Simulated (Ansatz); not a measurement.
# Be2Ge (model cell, started as antifluorite): following an unstable mode, part 3 of 3

Aim: this structure of Be2Ge (model cell, started as antifluorite) is to be tested for unstable modes, and one is followed downhill.

Ansatz 0.2.0; DFT PBEsol, scalar-relativistic, plane waves, PAW.

So far. Step 4 (The mode frozen in, largest atomic shift 0.14 Å): The run ends at a pressure of -0.18 GPa, with forces up to 0.066 eV/Å. Step 5 (Energy along the mode, all amplitudes (two of the runs …): The lowest of the steps tried is at 0.14 Å, 1.96 meV/atom below the parent; the bottom of the well need not coincide with a step. The relaxed cell has a, b, c = 3.773, 5.105, 3.892 Å (conventional setting).

The structure was built from a prototype and need not be the compound's stable phase.

### 7. Modes of the new phase, k-mesh 8×8×6

A relaxed structure may still be a saddle point, so its zone-centre modes are computed. No field response is asked, since the mesh shows no gap.

The input, input.yaml:

```yaml
crystal:
  lattice:
    - [0.0, -2.7519141063, -2.7518448478]
    - [0.0, 2.6681818396, -2.6681125812]
    - [5.1051543267, 0.0, 0.0]
  atoms:
    - { symbol: Ge, position: [0.5561234363, 0.5000150115, 0.5] }
    - { symbol: Ge, position: [-0.0561234363, -1.50115e-05, 0.0] }
    - { symbol: Be, position: [0.061572526, 0.4999908484, 0.749386228] }
    - { symbol: Be, position: [0.438427474, 9.1516e-06, 0.249386228] }
    - { symbol: Be, position: [0.061572526, 0.4999908484, 0.250613772] }
    - { symbol: Be, position: [0.438427474, 9.1516e-06, 0.750613772] }
kpoints:
  mp_grid: { grid: [8, 8, 6] }
hamiltonian:
  xc: pbesol
scf:
  occupations: { method: methfessel_paxton, width: 0.15 }
output:
  eigenvalues: true
phonons:
  method: dfpt
```

Run with:

```bash
$ ansatz run input.yaml --threads 4 --pin off --max-ram 7168MiB --backend cpu --events-out ev --progress --plain --runs-dir out
```

Numbers of over 12 decimals in the logs are rounded to 6 here.

Output:

```text
[...]
Crystal: 6 atoms, lattice volume = 74.968 Å³
Basis set: ecut = 420 eV, 1477 PW (Γ), exchange–correlation on 60×60×72 points (8 copies of the dense FFT grid, shifted against one another)
Bands: 24, of which v1, the nominal top of the filled ones, is band 18 counted from 1 (17 counted from 0)
Symmetry: 4 space group operations
k-points: 196 of 384 (irreducible under 1 space group operation, time reversal used)
[...]
SCF iter   1: F=—  HF=-8867.129853 eV  |F-HF|=—  |Δ(HF+E_count)|=         —  Δρ=2.50e-3  dr2=6.08e-3  ethr=1.77e-3  ⟨swp⟩=6.1  Hψ=22176  notcnv=0
[...]
SCF iter  10: F=-8867.127159 eV  HF=-8867.127159 eV  |F-HF|=0.00e0  |Δ(HF+E_count)|=  1.87e-10  S|Δr|=    0.00e0  Δρ=3.89e-8  dr2=1.34e-12  ethr=1.00e-12  ⟨swp⟩=7.2  Hψ=25865  notcnv=0
SCF 1 converged in 10 iterations: F = -8867.127159 eV  dr2 = 1.34e-12
[...]
DFPT response loops at Γ: preconditioner auto → Kerker (q_TF=auto, 2.414 Å⁻¹) (partly filled bands, converged f_vac=0.000); β = 1.00, the filter's whole step (`scf.mixing.beta` (0.50) is not read by the response loops under this deck's `scf.mixing.preconditioner`; to damp them name `kerker` or `kerker_dos`, under which they read `scf.mixing.beta`, and type it under 1.00, their step now; both keys bind the ground state too); Broyden in place of MSR1
SCF converged after 10 iterations
[...]
Free energy (F): -8867.127159 eV
[...]
Internal energy: -8867.127778 eV  (E = F + TS)
E sigma→0 (E₀):  -8867.127314 eV
Entropy (-TS):   0.000620 eV (0.103 meV/atom)
Fermi energy:    8.996098 eV
[...]
--- Band table (eV; the first three rows and the last of 196) ---
  k-point 0: bands = [... 14 lower, 5.0029, 7.5679, 8.9971, 9.8999, 10.0580, 10.1027, 10.2236, 10.2437, ... 2 higher]
  k-point 1: bands = [... 14 lower, 5.1571, 7.5670, 8.6808, 8.8085, 9.2671, 9.4403, 9.8882, 11.6631, ... 2 higher]
  k-point 2: bands = [... 14 lower, 5.6166, 7.0200, 7.4047, 7.9444, 8.6735, 9.5263, 9.8268, 12.5236, ... 2 higher]
  k-point 195: bands = [... 14 lower, 3.3554, 3.3554, 4.0279, 4.0279, 13.1610, 13.1610, 13.3532, 13.3532, ... 2 higher]
--- Phonons (Γ-DFPT): 6 representative perturbations + reference, on 196 of 384 k-points (Σ response iterations 18) ---
  k mesh reduced under 1 symmetry operation, with k and −k counted as one. Each operation leaves every solved perturbation unchanged. A smaller set is not used because it would not reduce the number of displacements times k-points to solve
  ASR residual: 7.951e-5 → 0.000e0 eV/Å²; symmetrization residual: 1.604e-6 eV/Å²
  ASR residual per site (eV/Å²): 7.43e-6 7.43e-6 7.95e-5 7.95e-5 7.95e-5 7.95e-5
  Γ frequencies (cm⁻¹): 0.00 0.00 0.00 103.71 130.36 194.45 324.91 348.75 358.84 377.19 387.96 417.18 418.15 447.27 454.94 458.36 472.33 550.07
  non-analytic LO–TO correction: not included (Born effective charges unavailable; polar crystals: no LO–TO splitting at Γ)
```

It took 67 s on 4 threads of Intel Xeon 6975P-C (Granite Rapids), shared host; peak memory 1.5 GiB; 3.8 min of CPU time.

This step gave:

```
sum-rule residual before enforcement                    : 7.95e-5 eV/Å²
point group                                             : 2/m
highest optical mode at the zone centre (no LO-TO term) : 550.1 cm⁻¹
lowest optical zone-centre mode                         : 103.7 cm⁻¹
```

Patterns of degenerate modes are one choice out of their space. Modes at Γ, with each element's share of the kinetic energy:

```csv
mode,frequency (cm⁻¹),symmetry,Ge %,Be %
1,0.0,acoustic,80,20
2,0.0,acoustic,80,20
3,0.0,acoustic,80,20
4,103.7,Ag,88,12
5,130.4,Ag,84,16
6,194.4,Bg,97,3
7,324.9,Au,8,92
8,348.8,Au,0,100
9,358.8,Bg,2,98
10,377.2,Bu,20,80
11,388.0,Bu,16,84
12,417.2,not assigned,12,88
13,418.1,not assigned,4,96
14,447.3,Bg,0,100
15,454.9,Ag,12,88
16,458.4,Bg,1,99
17,472.3,Ag,12,88
18,550.1,Bu,4,96
```

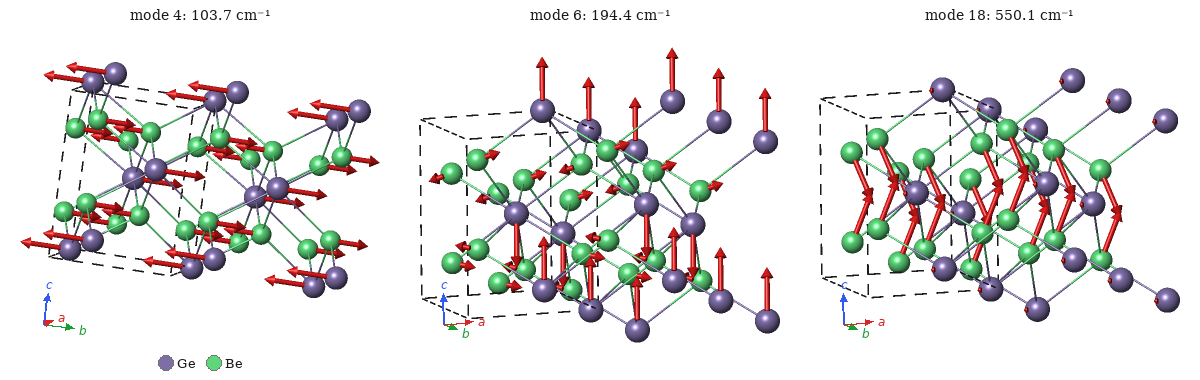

Displacement patterns of modes 4, 6 and 18 at Γ; arrows are exaggerated. 2×2×1 cells are drawn. Some periodic images of atoms are drawn too.

Before it was imposed, the acoustic sum rule was missed by 8.0e-5 eV/Å². Small misses are needed for a sound result but don't prove that mesh and cutoff are converged. The lowest optical mode is real, 104 cm⁻¹.

### 8. Outcome

| Property | Result |
| --- | --- |
| unstable mode of the parent | q = (0, -0.5, -0.5), 74i cm⁻¹ |
| depth at the lowest point sampled | 1.96 meV/atom |
| largest atomic shift at that point | 0.14 Å |
| space group reached (within 0.01 Å) | Pmmn |
| energy gained over the parent (first relaxation, on the mesh of the frozen mode) | 7.70 meV/atom |
| volume per atom, phase reached | 12.5 Å³ |
| lowest optical zone-centre mode, phase reached | 104 cm⁻¹ |
| highest optical mode at the zone centre (no LO-TO term), phase reached | 550 cm⁻¹ |

Along this mode the structure falls into Pmmn, 7.70 meV/atom below the parent. At the parent's cell the well is 1.963 meV/atom deep on the steps tried, with its lowest point at a shift of 0.14 Å. Relaxing atoms and cell changes the gain by +5.74 meV/atom against the lowest step (energies at zero smearing). Most of the total comes from this relaxation. The new phase has no imaginary mode at the zone centre of its cell; other wavevectors were not checked. Of the 5 patterns followed to their end from this parent, this one reaches the lowest energy. Each path keeps the symmetry of its pattern, so a lower phase may lie along a pattern not tried. With no gap, or one that is small against the smearing, the frequencies hang on the k mesh and the smearing, most of all near Kohn anomalies. The starting cell was built on a prototype and not taken from a measurement, so the phase need not exist.

[Logs are printed without paths, hosts, clocks, repeated set-up lines and the standing remarks that a program may print on its own settings, such as how far it seeks lower states.]

[Hosts, paths, dates, database ids (printed as entryN), source tags and the programs' standing remarks are cut or masked in the printed files.]
